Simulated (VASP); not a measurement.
Band structure of Ni3Si (L1_2). All values below come from PBE GGA with spin-orbit coupling, VASP's PBE PAW potentials (set 64) (plane waves; VASP 6.6.1).

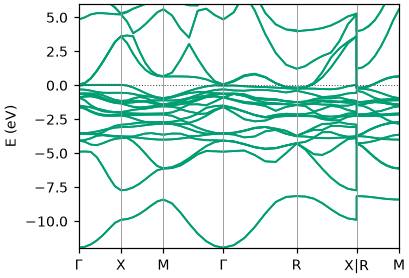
Fig. 1. Bands along high-symmetry lines, zero at the valence-band maximum or, without a gap, the Fermi level

Question: Read the plot: is there a gap, and where are the band edges?

Answer: It has no gap at this level: it comes out as a metal or semimetal.

The compound is Ni3Si in the L1_2 structure. It was relaxed first.
